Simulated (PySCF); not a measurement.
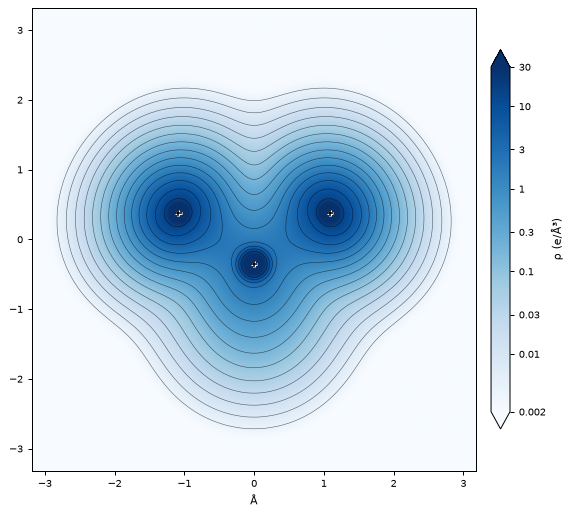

The total electron density on a plane through atoms (crosses mark nuclei in the plane).

Computed with DFT single point, gas phase, functional PBE0 in PySCF 2.14.0, density-fitted response routines.

Candidates:
A. CH₄AgO (charge +1)
B. CF₃ (SMILES F[C](F)F) (doublet)
C. C₂H₅I (SMILES CCI)

Q: Which system is this?

A: Candidate B: CF₃ on the plane of atoms F1, C2 and F4, which holds F and C. C–F (1.31 Å): ρ is about 2.5 e/Å³ halfway.
